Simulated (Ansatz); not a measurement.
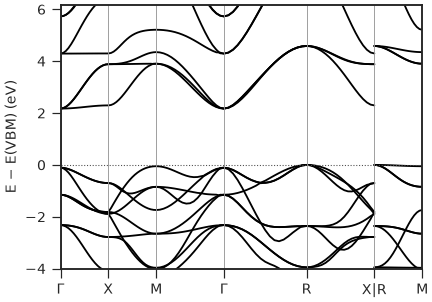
Figure. Band structure from the program Ansatz at the r²SCAN level (PAW)

Question: Read off the gap and where the band edges lie.

Answer: About 2.2 eV (2.17 eV by a search for the band edges); maximum at R, minimum at Γ.

The material is BaTiO3 (cubic perovskite, space group No. 221).

Space group Pm-3m (cubic perovskite). This is a known high-temperature phase of the composition, computed here at zero pressure and temperature. The cell was relaxed with r²SCAN under the symmetry of its start; whether a distortion lowers the energy is not shown. No spin polarisation was allowed. Spin–orbit coupling is left out wherever it is not named.

Potentials: the later of the program's two PAW sets.
